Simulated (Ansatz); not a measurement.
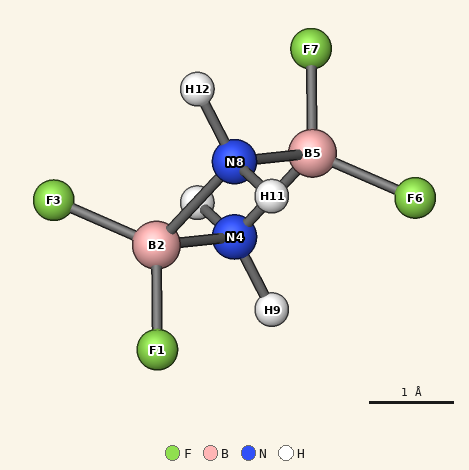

Figure 1. The structure (ball-and-stick view, seen at an oblique angle; atoms are numbered from 1 in the order of the input). Bond lengths as drawn: B–F 1.36 Å, B–N 1.60 Å and H–N 1.01 Å.

## B₂N₂H₄F₄: single-point calculation

B₂N₂H₄F₄, computed with RKS PBE0-D4/def2-TZVPP (Ansatz 0.2.0).

The geometry comes from this level: PBE0-D4/def2-TZVP.

### The program's output
```
Functional definition: PBE0
  name "PBE0"
  cite "Adamo & Barone, J. Chem. Phys. 110, 6158 (1999) doi:10.1063/1.478522"
  cite "Perdew, Burke & Ernzerhof, Phys. Rev. Lett. 77, 3865 (1996) doi:10.1103/PhysRevLett.77.3865"
  parent pbe
  parameter a = 0.25
  parameter kappa = 0.804
  parameter beta = 0.06672455060314922
  exchange = (1 - a)*pbe_x(kappa = kappa, mu = beta*pi^2/3) + a*exact_x
  correlation = pbe_c(beta = beta)
1508 factors; their error is unknown
mean field evaluation 1: about -15256.4141 eV, gradient 8.0e1 eV
mean field evaluation 2: about -15252.1138 eV, gradient 9.4e1 eV
mean field evaluation 4: about -15266.4170 eV, gradient 4.8e-1 eV
mean field evaluation 8: about -15266.4691 eV, gradient 3.4e-1 eV
mean field evaluation 16: about -15266.4692 eV, gradient 5.0e-5 eV
mean field -15266.46919556 eV, -561.0323949525 hartree, gradient 5.0e-5 eV, S^2 0.000000; 0 other end points of the search recorded, 0 dependent functions left out
reference -15266.46923054 eV, -561.0323962377 hartree; 32, 32 occupied and 272, 272 virtual orbitals, 1508 factors
Total energy: -15266.68673664 eV, -561.0403894398 hartree
```

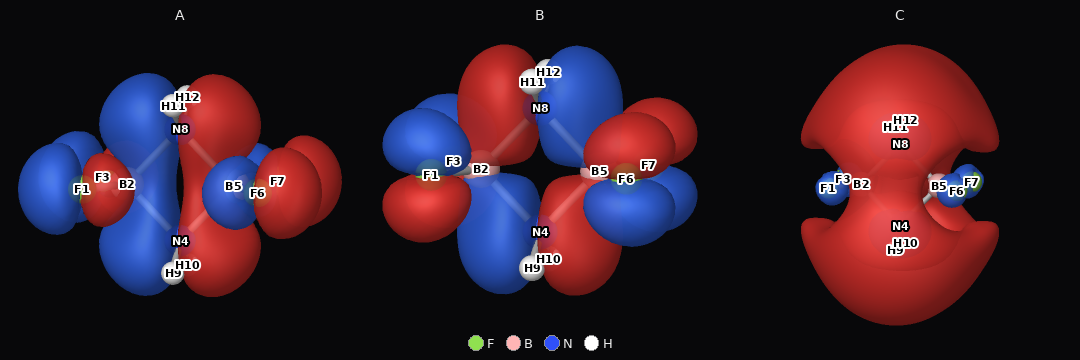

Figure 2. Three frontier orbitals at ±0.05 Å⁻³ᐟ² (blue and red are the two phases). A is the HOMO−1 (−10.46 eV). B is the HOMO (−9.75 eV). C is the LUMO (0.44 eV). Its weight (Hirshfeld) is mainly on H9 (15 %), H10 (15 %), H11 (15 %), H12 (15 %) and B2 (10 %); it is gerade (even under inversion). The HOMO–LUMO gap is 10.19 eV between the orbital energies.

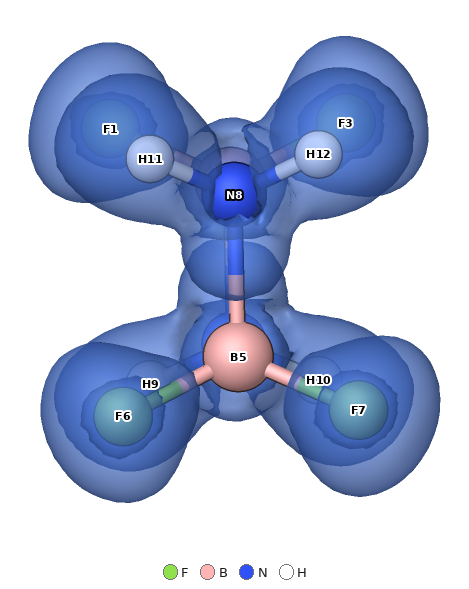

Figure 3. Isosurface of the electron localisation function at 0.75 (blue), seen at an oblique angle. Core shells and regions of very low density are left out. Profiles from the grid: B–F (1.36 Å): the ELF peaks at about 0.90 between the atoms (a polar covalent bond). B–N (1.60 Å): the ELF peaks at about 0.95 between the atoms, which marks a shared but strongly polarised pair.

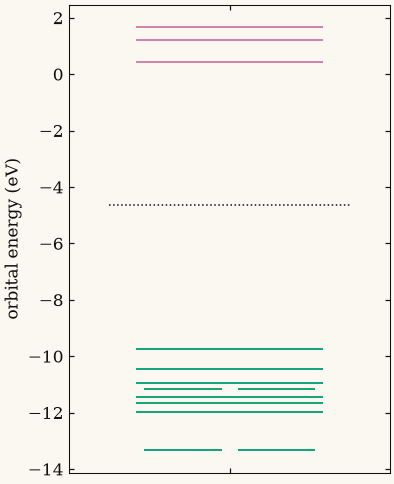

Figure 4. Orbital energies near the frontier; the dotted line parts filled from empty levels, and levels within 0.02 eV of each other stand side by side. Highest filled −9.75 eV, lowest empty 0.44 eV, 10.19 eV apart.

This output came from the following input.

### Input
```yaml
crystal:
  periodic: [false, false, false]
  atoms:
    - {symbol: F, position_ang: [0.729739, -0.635767, 1.945419]}
    - {symbol: B, position_ang: [0.750946, -0.588213, 0.584158]}
    - {symbol: F, position_ang: [1.741433, -1.300384, -0.022029]}
    - {symbol: N, position_ang: [0.694722, 0.916948, 0.046462]}
    - {symbol: B, position_ang: [-0.737535, 0.578652, -0.579630]}
    - {symbol: F, position_ang: [-1.729504, 1.292103, 0.022638]}
    - {symbol: F, position_ang: [-0.712811, 0.623589, -1.940910]}
    - {symbol: N, position_ang: [-0.682630, -0.925645, -0.039377]}
    - {symbol: H, position_ang: [0.679871, 1.622722, 0.773115]}
    - {symbol: H, position_ang: [1.408048, 1.147126, -0.635106]}
    - {symbol: H, position_ang: [-1.395252, -1.153321, 0.643775]}
    - {symbol: H, position_ang: [-0.670029, -1.632910, -0.764615]}
basis:
  gaussian: {orbitals: def2-TZVPP}
hamiltonian: {xc: pbe0, dispersion: d4}
output: {orbitals: {seedname: orbitals}}
```

Launch command:
```bash
ansatz run in.yaml --threads 4 --pin off --events-out ev --progress --plain --max-ram 11315MiB
```

### Key numbers

```csv
quantity,value
outcome,converged
total energy,−15266.6867 eV
mean-field energy,−15266.4692 eV
dispersion energy,−0.2175 eV
SCF solution under orbital rotations,stable
HOMO,−9.75 eV
LUMO,0.44 eV
hardware,"4 threads of Arm Neoverse V2, 23 GiB of memory available, shared host"
wall time,3.7 s (CPU time 14 s)
peak memory,0.91 GiB
```
